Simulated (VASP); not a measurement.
Band structure of Mn (relaxed from the beta-Sn structure, space group I4_1/amd). Method: PBEsol GGA, VASP's PBE PAW potentials (set 64) (plane waves; VASP 6.6.1).

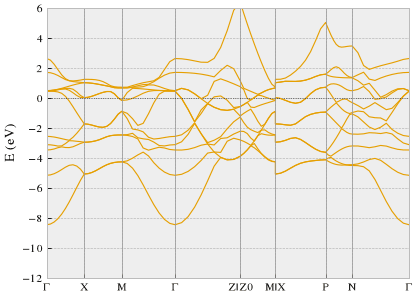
Bands along high-symmetry lines, zero at the valence-band maximum or, without a gap, the Fermi level

Read the plot: is there a gap, and where are the band edges?

It has no gap at this level: it comes out as a metal or semimetal. (Edges off the drawn lines would not show.)

The structure was generated: Mn was put into the beta-Sn type (I4_1/amd), which need not be its known phase. It was relaxed first, which changed the volume by -9 %. The run is not spin-polarised, so no magnetic state was tried.
